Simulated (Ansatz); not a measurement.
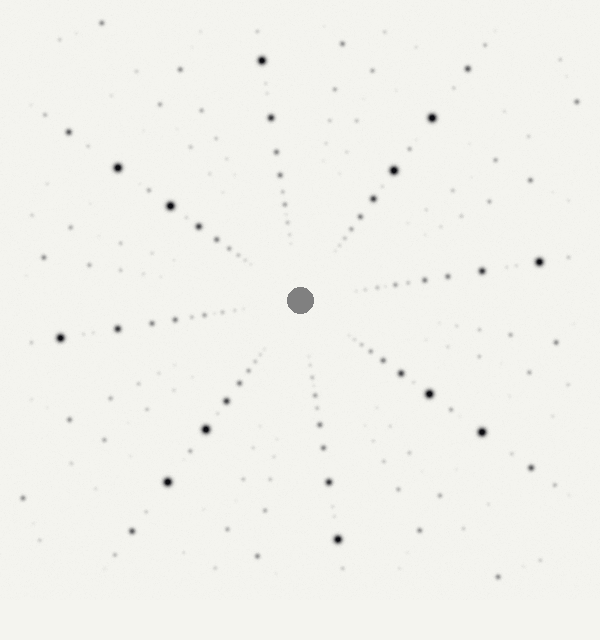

Simulated back-reflection Laue pattern (white X-rays, 0.45 to 2.2 Å, flat plate covering ±45° about the beam, kinematic intensities, seen from the source).

Which symmetry elements lie along the beam?

4mm: a fourfold axis with mirror lines.

The crystal is MoSe, space group Fm-3m (No. 225), a = 5.151 Å. Structure: the input geometry of an electronic-structure calculation (not necessarily at equilibrium); the starting structure was generated, so it need not be a known form of this composition.

Which direction points towards the source?

[001] or one equivalent to it by a rotation of the Laue group. In Laue class m-3m no other family of directions with a member of indices 0 and ±1 has this symmetry.
